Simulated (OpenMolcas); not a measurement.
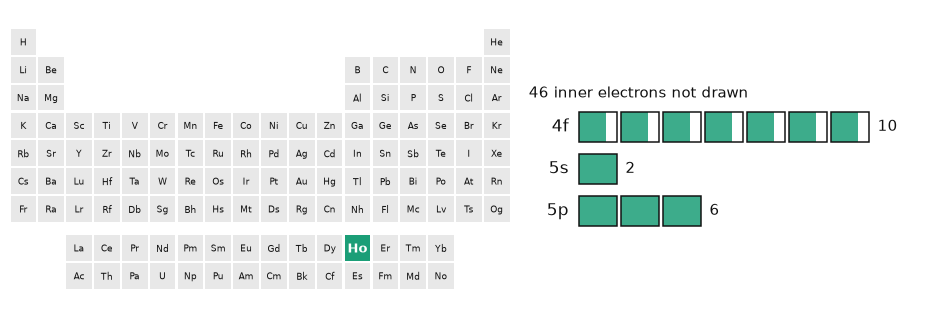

Fig. 1: Left, the place of holmium in the periodic table; right, the outer shells of the leading configuration of the lowest level: a box for each of the 2l + 1 orbitals, shaded by the share of the shell that is filled, with the electron count at the right.

**Multiconfigurational calculation: Ho³⁺ complex (part 1 of 2)**

Ho³⁺ with 8 ligands (F; cube, 2.339 Å), embedded in CaF2 by model potentials and point charges, whose field is part of the energies. Computed at this level: state-averaged CASSCF, active space 10 electrons in the shell 4f, basis ANO-RCC-VDZP on the metal and ANO-RCC-VDZP on the ligands, DKH2 scalar Hamiltonian, spin-orbit coupling by RASSI with atomic mean-field integrals (OpenMolcas).

### Input
```
&GATEWAY
Basis set
Ho.ANO-RCC-VDZP.
Ho1 0.0 0.0 0.0 Angstrom
End of basis
Basis set
F.ANO-RCC-VDZP.
L1 1.350422 1.350422 1.350422 Angstrom
L2 1.350422 1.350422 -1.350422 Angstrom
L3 1.350422 -1.350422 1.350422 Angstrom
L4 1.350422 -1.350422 -1.350422 Angstrom
End of basis
Basis set
Ca.EMB-AIMP.Pascual.0s.0s.ECP.CaF2.
PseudoCharge
* 21 symmetry-unique lattice sites within 7.6 angstrom
End of basis
Basis set
F.EMB-AIMP.Pascual.0s.0s.ECP.CaF2.
PseudoCharge
* 40 symmetry-unique lattice sites within 7.6 angstrom
End of basis
Symmetry
XYZ
AngMom=0.0 0.0 0.0
AMFI
RICD
XField
1348 Angstrom 0
* Evjen-weighted lattice charges
&SEWARD
&RASSCF
FileOrb=start.orb
Symmetry=1
Spin=5
nActEl=10 0 0
Inactive=35 32
Ras2=0 7
CIRoot=35 35 1
SDav=35
CIMx=300
Iter=150 100
PrWF=0.3
OrbListing=Nothing
MaxOrb=0
LevShft=1.0
>>> COPY $Project.JobIph JOB001
&RASSCF
FileOrb=start.orb
Symmetry=1
Spin=3
nActEl=10 0 0
Inactive=35 32
Ras2=0 7
CIRoot=162 162 1
SDav=210
CIMx=300
Iter=150 100
PrWF=0.3
OrbListing=Nothing
MaxOrb=0
CIOnly
LevShft=1.0
>>> COPY $Project.JobIph JOB002
&RASSCF
FileOrb=start.orb
Symmetry=1
Spin=1
nActEl=10 0 0
Inactive=35 32
Ras2=0 7
CIRoot=162 162 1
SDav=196
CIMx=300
Iter=150 100
PrWF=0.3
OrbListing=Nothing
MaxOrb=0
CIOnly
LevShft=1.0
>>> COPY $Project.JobIph JOB003
&RASSI
NrOfJobIphs=3 30 105 31
1 2 3 4 5 6 7 8 9 10 11 12 13 14 15 16 17 18 19 20 21 22 23 24 25 26 27
28 29 30
1 2 3 4 5 6 7 8 9 10 11 12 13 14 15 16 17 18 19 20 21 22 23 24 25 26 27
28 29 30 31 32 33 34 35 36 37 38 39 40 41 42 43 44 45 46 47 48 49 50 51
52 53 54 55 56 57 58 59 60 61 62 63 64 65 66 67 68 69 70 71 72 73 74 75
76 77 78 79 80 81 82 83 84 85 86 87 88 89 90 91 92 93 94 95 96 97 98 99
100 101 102 103 104 105
1 2 3 4 5 6 7 8 9 10 11 12 13 14 15 16 17 18 19 20 21 22 23 24 25 26 27
28 29 30 31
IphNames
JOB001
JOB002
JOB003
EJob
SpinOrbit
DIPRint=1.0
SOCoupling=1000.0
Subsets=2
Property=9
'ANGMOM' 1 'ANGMOM' 2 'ANGMOM' 3 'MLTPL  1' 1 'MLTPL  1' 2 'MLTPL  1' 3
'AMFI' 1 'AMFI' 2 'AMFI' 3
SOProperty=3
'ANGMOM' 1 'ANGMOM' 2 'ANGMOM' 3
```

The file start.orb holds starting orbitals from an earlier step. A driver script formed the levels outside the program, from RASSI's spin-orbit matrix and the active-space energies, averaged over the components of each term or state.

Launched with:
```bash
OMP_NUM_THREADS=1 MOLCAS_MEM=2457 MOLCAS_PROJECT=a pymolcas a.inp > a.log  # once for each step of the input, in one work folder
```

### Output (extracts)
```
--- SEWARD ---
Basis set label: HO.ANO-RCC...7S6P4D2F1G.

      Electronic valence basis set:
      ------------------
      Associated Effective Charge  67.000000 au
      Associated Actual Charge     67.000000 au
      Nuclear Model: Point charge

      Shell  nPrim  nBasis  Cartesian Spherical Contaminant
         s      25       7        X
         p      22       6        X
         d      15       4                 X
         f      11       2                 X
         g       4       1                 X
                  Relativistic Douglas-Kroll-Hess integrals:
                    - DKH order of Hamiltonian: 2
                    - DKH order of Properties : 0
                  Atomic mean-field integrals
--- RASSCF ---
Wave function specifications:
      -----------------------------

      Number of closed shell electrons         134
      Number of electrons in active shells      10
      Max number of holes in RAS1 space          0
      Max nr of electrons in RAS3 space          0
      Number of inactive orbitals               67
      Number of active orbitals                  7
      Number of secondary orbitals             106
      Spin quantum number                      2.0
      State symmetry                             1
Orbital specifications:
      -----------------------

      Symmetry species                           1   2
                                                ag  au
      Frozen orbitals                            0   0
      Inactive orbitals                         35  32
      Active orbitals                            0   7
      RAS1 orbitals                              0   0
      RAS2 orbitals                              0   7
      RAS3 orbitals                              0   0
      Secondary orbitals                        57  49
      Deleted orbitals                           0   0
      Number of basis functions                 92  88
      Number of CSFs                            35
      Number of root(s) required                35
      Iter CI   SX   CI       RASSCF       Energy    max ROT     max BLB   max BLB  Level Ln srch  Step   QN
          iter iter root      energy       change     param      element    value   shift minimum  type update
 Nr of preliminary CI iterations:   1
      Total energies have been shifted. Add               -13000.00 au
        1   1    9    0  -402.53873338    0.00E+00  -4.16E-02   14  53 2 -3.16E-01*  1.44   0.00    SX    NO
        2   1    9    0  -403.26348617   -7.25E-01* -1.79E-02   13  54 1  1.13E-01*  0.92   0.00    SX    NO
        3   1    9    0  -403.38324795   -1.20E-01* -1.07E-02   34  41 2  6.21E-02*  0.97   0.00    SX    NO
        4   1    9    0  -403.40893463   -2.57E-02*  8.41E-03   38  45 2 -4.50E-02*  0.84   0.00    SX    NO
        5   1    8    0  -403.41827230   -9.34E-03*  5.22E-03   34  41 2  3.06E-02*  0.90   1.06    QN   YES
        6   1    8    0  -403.42300349   -4.73E-03*  2.28E-03   36  43 2  9.68E-03*  0.86   1.40    QN   YES
        7   1    7    0  -403.42354685   -5.43E-04* -4.08E-04   12  49 2 -2.01E-03*  0.85   1.09    QN   YES
        8   1    7    0  -403.42358168   -3.48E-05* -3.08E-04   11  48 2 -7.30E-04*  0.85   1.76    LS   YES
        9   1    7    0  -403.42358944   -7.76E-06* -2.12E-04   13  54 1  7.79E-04*  0.85   0.98    QN   YES
       10   1    6    0  -403.42359427   -4.83E-06* -1.06E-04   12  49 2  3.00E-04*  0.85   1.50    LS   YES
       11   1    6    0  -403.42359488   -6.14E-07* -5.14E-05   12  49 2  3.31E-04*  0.85   1.01    QN   YES
       12   1    6    0  -403.42359539   -5.02E-07* -3.48E-05   12  49 2  1.27E-04*  0.85   1.68    LS   YES
       13   1    5    0  -403.42359548   -9.00E-08*  1.06E-05   10  50 2  3.89E-05   0.85   1.02    QN   YES
       14   1    5    0  -403.42359549   -1.66E-08*  1.08E-05   20  38 1  1.58E-05   0.85   2.03    QN   YES
       15   1    4    0  -403.42359550   -3.80E-09  -1.60E-06   10  51 1  4.27E-06   0.85   2.50    QN   YES
      Convergence after 15 iterations
       16   1    4    0  -403.42359550   -1.46E-09  -1.60E-06   11  51 2 -2.04E-06   0.85   2.50    QN   YES
      Natural orbitals and occupation numbers for root  1
      sym 2:   1.833385   1.000000   1.166615   1.833385   1.833385   1.166615   1.166615
      Natural orbitals and occupation numbers for root  2
      sym 2:   1.056905   1.017703   1.320748   1.670566   1.281783   1.711409   1.940887
      Natural orbitals and occupation numbers for root  3
      sym 2:   1.829828   1.074932   1.630918   1.514336   1.372967   1.123584   1.453436
::    RASSCF root number  1 Total energy: -13403.50588909
::    RASSCF root number  2 Total energy: -13403.50521101
::    RASSCF root number  3 Total energy: -13403.50521101
::    RASSCF root number  4 Total energy: -13403.50521101
::    RASSCF root number  5 Total energy: -13403.50504762
::    RASSCF root number  6 Total energy: -13403.50482403
::    RASSCF root number  7 Total energy: -13403.50482403
::    RASSCF root number  8 Total energy: -13403.50482403
::    RASSCF root number  9 Total energy: -13403.50318450
::    RASSCF root number 10 Total energy: -13403.50318450
::    RASSCF root number 11 Total energy: -13403.50268170
::    RASSCF root number 12 Total energy: -13403.50268170
::    RASSCF root number 13 Total energy: -13403.50268170
::    RASSCF root number 14 Total energy: -13403.42503691
::    RASSCF root number 15 Total energy: -13403.42361390
::    RASSCF root number 16 Total energy: -13403.42343517
::    RASSCF root number 17 Total energy: -13403.42343517
::    RASSCF root number 18 Total energy: -13403.42343517
::    RASSCF root number 19 Total energy: -13403.42329736
::    RASSCF root number 20 Total energy: -13403.42329736
::    RASSCF root number 21 Total energy: -13403.42329736
::    RASSCF root number 22 Total energy: -13403.37865263
::    RASSCF root number 23 Total energy: -13403.37865263
::    RASSCF root number 24 Total energy: -13403.37822446
::    RASSCF root number 25 Total energy: -13403.37822446
::    RASSCF root number 26 Total energy: -13403.37822446
::    RASSCF root number 27 Total energy: -13403.37771184
::    RASSCF root number 28 Total energy: -13403.37588670
::    RASSCF root number 29 Total energy: -13403.37588670
::    RASSCF root number 30 Total energy: -13403.37588670
--- RASSCF ---
Wave function specifications:
      -----------------------------

      Number of closed shell electrons         134
      Number of electrons in active shells      10
      Max number of holes in RAS1 space          0
      Max nr of electrons in RAS3 space          0
      Number of inactive orbitals               67
      Number of active orbitals                  7
      Number of secondary orbitals             106
      Spin quantum number                      1.0
      State symmetry                             1
Orbital specifications:
      -----------------------

      Symmetry species                           1   2
                                                ag  au
      Frozen orbitals                            0   0
      Inactive orbitals                         35  32
      Active orbitals                            0   7
      RAS1 orbitals                              0   0
      RAS2 orbitals                              0   7
      RAS3 orbitals                              0   0
      Secondary orbitals                        57  49
      Deleted orbitals                           0   0
      Number of basis functions                 92  88
      Number of CSFs                           210
      Number of root(s) required               162
      Iter CI   SX   CI       RASSCF       Energy    max ROT     max BLB   max BLB  Level Ln srch  Step   QN
          iter iter root      energy       change     param      element    value   shift minimum  type update
 Nr of preliminary CI iterations:   1
        1   1    0    0-13403.31403075    0.00E+00   0.00E+00   35  42 2 -1.02E-02*  0.00   0.00    SX    NO
      Natural orbitals and occupation numbers for root  1
      sym 2:   1.461338   1.383392   1.402418   1.460577   1.400739   1.460894   1.430643
      Natural orbitals and occupation numbers for root  2
      sym 2:   1.426219   1.383975   1.462778   1.456823   1.408704   1.398988   1.462512
      Natural orbitals and occupation numbers for root  3
      sym 2:   1.459724   1.383310   1.396052   1.463657   1.418363   1.419519   1.459375
::    RASSCF root number  1 Total energy: -13403.40838404
::    RASSCF root number  2 Total energy: -13403.40838404
::    RASSCF root number  3 Total energy: -13403.40838404
::    RASSCF root number  4 Total energy: -13403.40837685
::    RASSCF root number  5 Total energy: -13403.40837685
::    RASSCF root number  6 Total energy: -13403.40837685
::    RASSCF root number  7 Total energy: -13403.40836972
::    RASSCF root number  8 Total energy: -13403.40836972
::    RASSCF root number  9 Total energy: -13403.40818649
::    RASSCF root number 10 Total energy: -13403.40818649
::    RASSCF root number 11 Total energy: -13403.40818649
::    RASSCF root number 12 Total energy: -13403.40812058
::    RASSCF root number 13 Total energy: -13403.40812058
::    RASSCF root number 14 Total energy: -13403.40812058
::    RASSCF root number 15 Total energy: -13403.40808914
::    RASSCF root number 16 Total energy: -13403.38202770
::    RASSCF root number 17 Total energy: -13403.38202770
::    RASSCF root number 18 Total energy: -13403.38202770
::    RASSCF root number 19 Total energy: -13403.38197103
::    RASSCF root number 20 Total energy: -13403.38197103
::    RASSCF root number 21 Total energy: -13403.38156648
::    RASSCF root number 22 Total energy: -13403.38156648
::    RASSCF root number 23 Total energy: -13403.38156648
::    RASSCF root number 24 Total energy: -13403.38065973
::    RASSCF root number 25 Total energy: -13403.38065973
::    RASSCF root number 26 Total energy: -13403.38065973
::    RASSCF root number 27 Total energy: -13403.37204614
::    RASSCF root number 28 Total energy: -13403.37204614
::    RASSCF root number 29 Total energy: -13403.37160987
::    RASSCF root number 30 Total energy: -13403.37160987
--- RASSCF ---
Wave function specifications:
      -----------------------------

      Number of closed shell electrons         134
      Number of electrons in active shells      10
      Max number of holes in RAS1 space          0
      Max nr of electrons in RAS3 space          0
      Number of inactive orbitals               67
      Number of active orbitals                  7
      Number of secondary orbitals             106
      Spin quantum number                      0.0
      State symmetry                             1
Orbital specifications:
      -----------------------

      Symmetry species                           1   2
                                                ag  au
      Frozen orbitals                            0   0
      Inactive orbitals                         35  32
      Active orbitals                            0   7
      RAS1 orbitals                              0   0
      RAS2 orbitals                              0   7
      RAS3 orbitals                              0   0
      Secondary orbitals                        57  49
      Deleted orbitals                           0   0
      Number of basis functions                 92  88
      Number of CSFs                           196
      Number of root(s) required               162
      Iter CI   SX   CI       RASSCF       Energy    max ROT     max BLB   max BLB  Level Ln srch  Step   QN
          iter iter root      energy       change     param      element    value   shift minimum  type update
 Nr of preliminary CI iterations:   1
        1   1    0    0-13403.23274521    0.00E+00   0.00E+00   35  42 2 -1.74E-02*  0.00   0.00    SX    NO
      Natural orbitals and occupation numbers for root  1
      sym 2:   1.816574   1.047266   1.316117   1.626484   1.620523   1.310128   1.262907
      Natural orbitals and occupation numbers for root  2
      sym 2:   1.617322   1.047343   1.261793   1.806038   1.331107   1.291090   1.645307
      Natural orbitals and occupation numbers for root  3
      sym 2:   1.664169   1.047375   1.800405   1.267475   1.605425   1.282770   1.332382
::    RASSCF root number  1 Total energy: -13403.35070408
::    RASSCF root number  2 Total energy: -13403.35070408
::    RASSCF root number  3 Total energy: -13403.35070408
::    RASSCF root number  4 Total energy: -13403.35009296
::    RASSCF root number  5 Total energy: -13403.35009296
::    RASSCF root number  6 Total energy: -13403.34998771
::    RASSCF root number  7 Total energy: -13403.34998771
::    RASSCF root number  8 Total energy: -13403.34998771
::    RASSCF root number  9 Total energy: -13403.34989065
::    RASSCF root number 10 Total energy: -13403.34911299
::    RASSCF root number 11 Total energy: -13403.34911299
::    RASSCF root number 12 Total energy: -13403.34911299
::    RASSCF root number 13 Total energy: -13403.34849646
::    RASSCF root number 14 Total energy: -13403.34849645
::    RASSCF root number 15 Total energy: -13403.34849645
::    RASSCF root number 16 Total energy: -13403.34849452
::    RASSCF root number 17 Total energy: -13403.34849452
::    RASSCF root number 18 Total energy: -13403.33269698
::    RASSCF root number 19 Total energy: -13403.33269698
::    RASSCF root number 20 Total energy: -13403.33161775
::    RASSCF root number 21 Total energy: -13403.33161775
::    RASSCF root number 22 Total energy: -13403.33161775
::    RASSCF root number 23 Total energy: -13403.31966007
::    RASSCF root number 24 Total energy: -13403.31966007
::    RASSCF root number 25 Total energy: -13403.31966007
::    RASSCF root number 26 Total energy: -13403.31783319
::    RASSCF root number 27 Total energy: -13403.31783319
::    RASSCF root number 28 Total energy: -13403.31781523
::    RASSCF root number 29 Total energy: -13403.31781523
::    RASSCF root number 30 Total energy: -13403.31781523
```

(Continued in part 2.) Outcome of the run: converged.
